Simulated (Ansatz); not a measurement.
# Tunnelling from Al(110) to Al(110): the current at the widest gap

Three vacuum gaps between Al(110) and Al(110) are known. What current density flows at 0.25 V across 6.5 Å?

Set-up. Ansatz 0.2.0, plane waves with PAW datasets, r2SCAN; a slab with two metal leads whose outer parts are reservoirs, with density and current solved under bias (Landauer, 300 K). The gap is counted from plane to plane of nuclei, and atoms stay on ideal sites.

The runs, with one result withheld:

| gap (Å) | drop between the leads' cuts at 0.25 V (V) | current density at 0.25 V (A/m²) |
| --- | --- | --- |
| 3.5 | 0.165 | 1.13×10¹⁴ |
| 4.5 | 0.217 | 3.88×10¹³ |
| 5.5 | 0.242 | 7.12×10¹² |
| 6.5 | 0.248 | ? |

**Estimate by hand.**

Tunnelling falls as exp(−βd). From 3.5 to 4.5 Å, β = ln(1.13×10¹⁴/3.88×10¹³)/1 = 1.07 Å⁻¹, and from 4.5 to 5.5 Å it is 1.70 Å⁻¹; the slope still steepens as the gap leaves contact, so the wider pair is taken. Then 7.12×10¹² × exp(−1.70 × 1). Predicted: 1.30×10¹² A/m².

What the run gave:

9.89×10¹¹ A/m², so the prediction is 32 % too high. The last step has β = 1.97 Å⁻¹, an apparent barrier ħ²β²/8m of 3.7 eV: the decay of this current is still steepening. The conductances at 0 V give β = 1.33 and 1.42 Å⁻¹ for the last two steps; at 6.5 Å that conductance times the bias is 2.9 times the current, an excess of like faces at zero bias that the bias removes, so it is the poorer guide to the barrier.

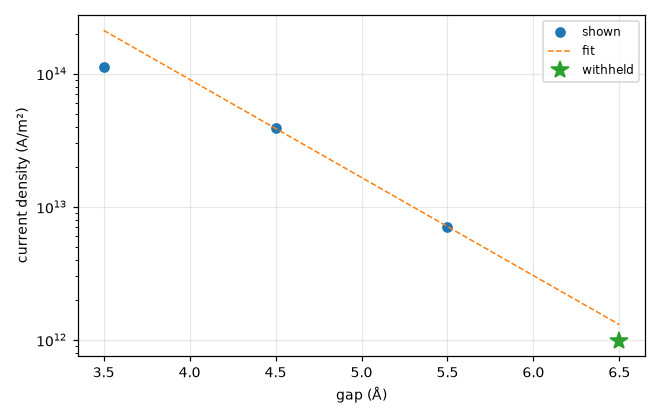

Current density against the gap.

**Limits.** On every other k-point the currents of these runs, at any bias, move by up to 22 %. A semilocal functional lacks the image potential's tail.
